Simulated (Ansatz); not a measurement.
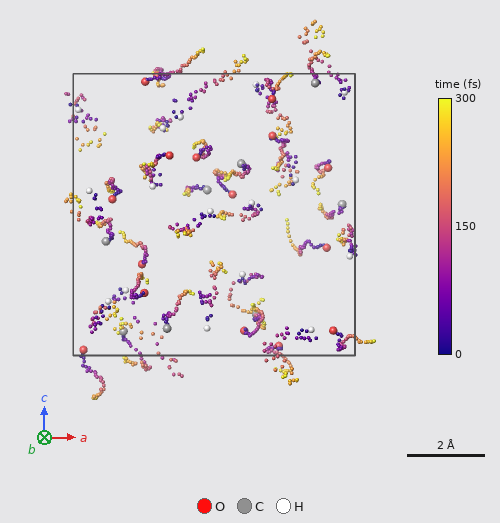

Molecular dynamics of a periodic cell with 8 HCOOH at 1.516 g/cm³, 300 fs long. It starts from the last geometry of an earlier run, with fresh velocities. Dots mark each atom's position at evenly spaced times, coloured by time; spheres stand at the starting positions. Seen along the b axis in the simulation cell.

These are results of Ansatz, DFT LDA, scalar-relativistic, plane waves, PAW, not measurements. Set-up: plane-wave cutoff 420 eV; k-point mesh 1 × 1 × 1; Fermi-Dirac smearing 0.05 eV; low-accuracy preset; constant energy (NVE); velocities drawn for 500 K; time step 0.75 fs.

### How do the atoms move?

Root-mean-square distances from the starting positions over the second half, with the common drift of all atoms taken out: H 1.28 Å, O 0.86 Å, C 0.72 Å. The heavy atoms stay within a fraction of a molecule's size of their starting places; so short a run doesn't tell a liquid from a solid. Bond changes: 3 H–O bonds form between 27 fs and 266 fs; 4 H–O bonds break between 56 fs and 117 fs. The total energy stays between −0.53 and 0.19 meV per atom of its start. A straight-line fit has a slope that amounts to −0.0036 meV per atom over 300 fs (under 0.1 % of the mean kinetic energy), and the ripple about it is 2.0 % of the kinetic energy's fluctuation. With a drift under 2 % and a ripple under 7 %, the integration is accurate.

Limits of the set-up: the program's low-accuracy preset was used; the periodic images lie only 7.4 Å apart, so the values are limited by the cell's size.
